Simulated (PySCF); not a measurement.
**EPR calculation, with input and output: C$_{6}$H$_{11}$O$_{2}$**

The run: EPR calculation of C$_{6}$H$_{11}$O$_{2}$, multiplicity 2. Method and program: UKS B3LYP, pcH-1 on C H O, non-relativistic, mean-field spin-orbit, GIAO (PySCF 2.14.0).

It belongs to a series of runs on one base structure; here: H added to acyl C.

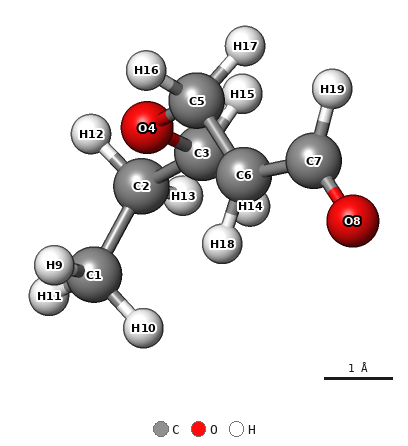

*The structure as given in the input (ball-and-stick view, seen at a tilt; atoms are numbered from 1 in the order of the input).*

Bond lengths as drawn: C–C 1.41 to 1.52 Å, C–H 1.08 to 1.11 Å and C–O 1.23 to 1.42 Å.

## The input
```
{"job": {"kind": "epr", "basis": "pcH-1"}, "charge": 0, "multiplicity": 2}
C     -2.354154    -0.127159    -1.511241
C     -2.247839     0.061745    -0.003393
C     -0.806503     0.290934     0.434586
O     -0.067767    -0.897680     0.209545
C      1.293488    -0.774975     0.506188
C      2.058659     0.054438    -0.448797
C      3.346946     0.566637    -0.171819
O      4.012894     1.237182    -0.951558
H     -1.735956    -0.964824    -1.822336
H     -2.019640     0.766838    -2.033304
H     -3.383583    -0.327641    -1.796623
H     -2.622851    -0.827639     0.504314
H     -2.845766     0.918172     0.313145
H     -0.363688     1.123702    -0.130650
H     -0.767737     0.547852     1.505496
H      1.686633    -1.804637     0.480075
H      1.443982    -0.406715     1.538445
H      1.621015     0.250048    -1.417374
H      3.742061     0.322973     0.833331
```

The first line tells a small driver script what to run in PySCF; the rest is the geometry in Å.

Run on 1 CPU thread, shared host.

Launched with:
```bash
OMP_NUM_THREADS=1 python <driver script> task.json out
```

## The program's output
```
UKS, coarse grid
  cycle   1  E = -385.45349939  |g| = 7.32e-01
  cycle   2  E = -384.03392144  |g| = 1.85e+00
  cycle   3  E = -385.59852939  |g| = 3.74e-01
  cycle   4  E = -385.66444244  |g| = 1.10e-01
  cycle   5  E = -385.66842709  |g| = 5.00e-02
  cycle   6  E = -385.66944580  |g| = 1.91e-02
  cycle   7  E = -385.66967640  |g| = 6.96e-03
  cycle   8  E = -385.66973815  |g| = 3.34e-03
  cycle   9  E = -385.66974855  |g| = 1.06e-03
  cycle  10  E = -385.66975010  |g| = 6.25e-04
UKS, final grid
  cycle   1  E = -385.66967400  |g| = 9.55e-04
  cycle   2  E = -385.66967292  |g| = 2.03e-03
  cycle   3  E = -385.66967440  |g| = 1.74e-04
  cycle   4  E = -385.66967442  |g| = 7.24e-05
  cycle   5  E = -385.66967443  |g| = 2.93e-05
  cycle   6  E = -385.66967443  |g| = 9.16e-06
E = -385.66967443 Eh   <S^2> = 0.7649 (exact 0.7500)
g shifts (ppm)      1          2          3
  rmc          -197       -197       -197
  gc            -10         25         38
  oz_so          32       2330       7126
  total        -174       2159       6967
hyperfine (MHz)  atom isotope    a_iso     a_fc   dipolar eigenvalues
    0   13C       0.10       0.10     -0.16     -0.15      0.31
    1   13C      -0.29      -0.29     -0.22     -0.13      0.35
    2   13C      -0.19      -0.19     -1.34     -0.03      1.37
    3   17O      -7.19      -7.19     -1.74      0.59      1.14
    4   13C     -26.43     -26.43     -2.93      0.07      2.86
    5   13C      62.96      62.96    -61.55    -61.26    122.81
    6   13C     -39.94     -39.94    -14.81      3.81     11.00
    7   17O     -22.77     -22.77   -106.27     53.00     53.27
    8    1H      -0.02      -0.02     -0.79     -0.75      1.54
    9    1H       0.00       0.00     -0.69     -0.67      1.35
   10    1H      -0.05      -0.05     -0.35     -0.35      0.70
   11    1H       1.75       1.75     -0.58     -0.51      1.10
   12    1H       0.60       0.60     -0.54     -0.52      1.06
   13    1H       2.59       2.59     -3.96     -2.41      6.37
   14    1H      -0.21      -0.21     -1.45     -1.21      2.66
   15    1H     132.19     132.19     -5.88     -1.50      7.38
   16    1H      64.73      64.73     -4.22     -3.65      7.87
   17    1H     -48.28     -48.28    -27.28     -2.37     29.65
   18    1H      -0.48      -0.48     -5.47     -1.76      7.23
```

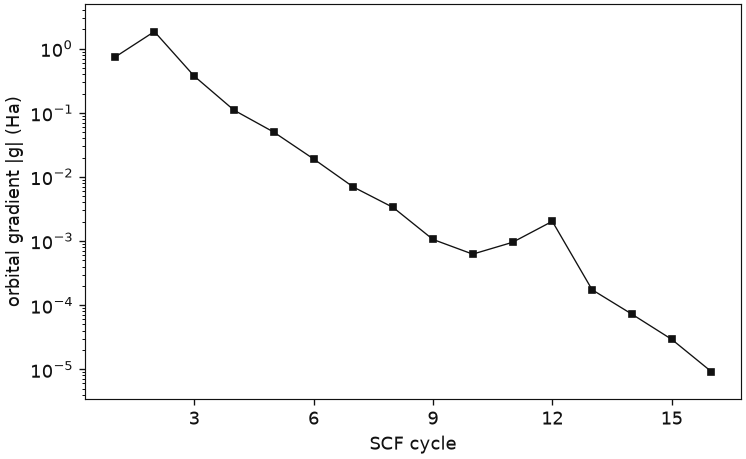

*Convergence of the self-consistent field: orbital gradient |g| against the SCF cycle.*

All cycles printed in the log are drawn one after another.

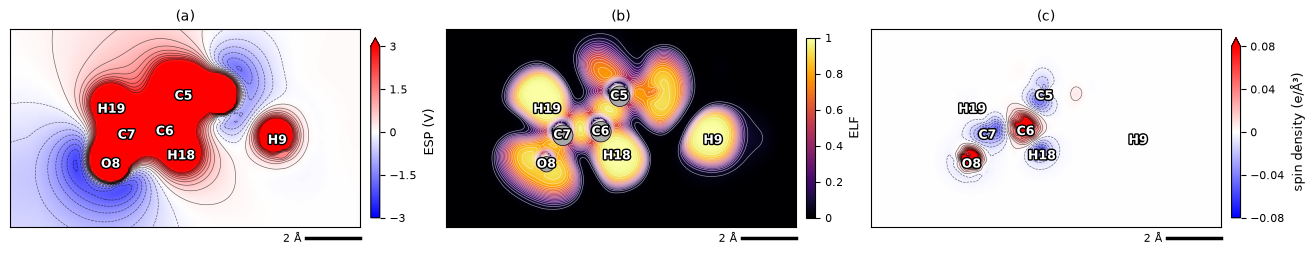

*(a) molecular electrostatic potential; (b) electron localisation function; (c) spin density (α minus β) on the plane of atoms C5, C6 and C7. Grey discs, where drawn, cover atomic cores.*

Atoms in the plane: C, O and H. C–O (1.23 Å): the ELF peaks at about 0.85 between the atoms (a multiple bond by its length, whose ELF region spreads away from the axis). The unpaired spin (1 electron) lies mostly on C6 (about 0.5) and O8 (about 0.3), in electrons by Hirshfeld's partition.

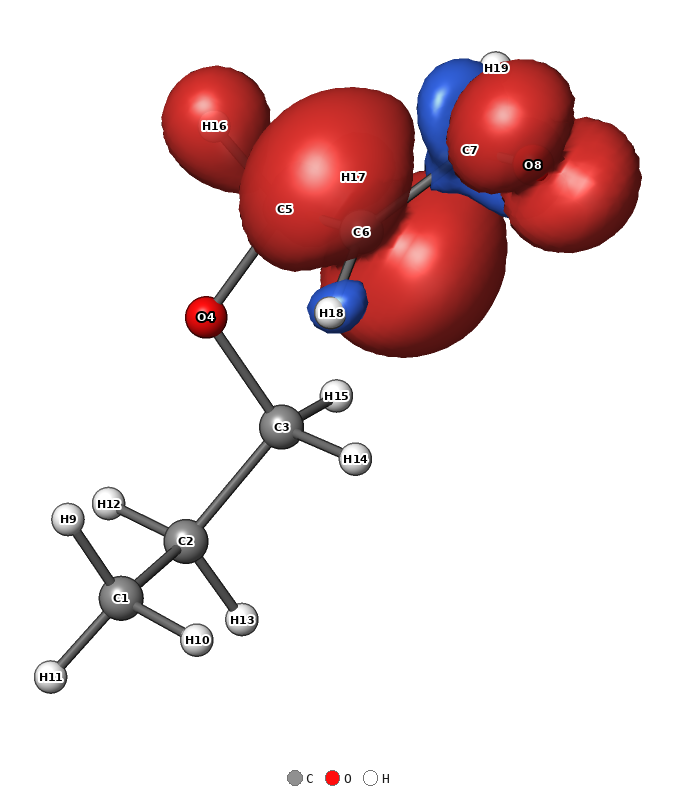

*Isosurfaces of the spin density (α minus β) at +0.02 (red) and −0.02 e/Å³ (blue), seen at an oblique angle.*

The unpaired spin (1 electron) lies mostly on C6 (about 0.5) and O8 (about 0.3), in electrons by Hirshfeld's partition.

## Key numbers

| quantity | value |
| --- | --- |
| outcome | converged |
| total energy | −385.669674 hartree |
| ⟨S²⟩ | 0.765 |
| isotropic g | 2.0053 |
| wall time | 2.5 min |
| peak memory | 0.97 GiB |
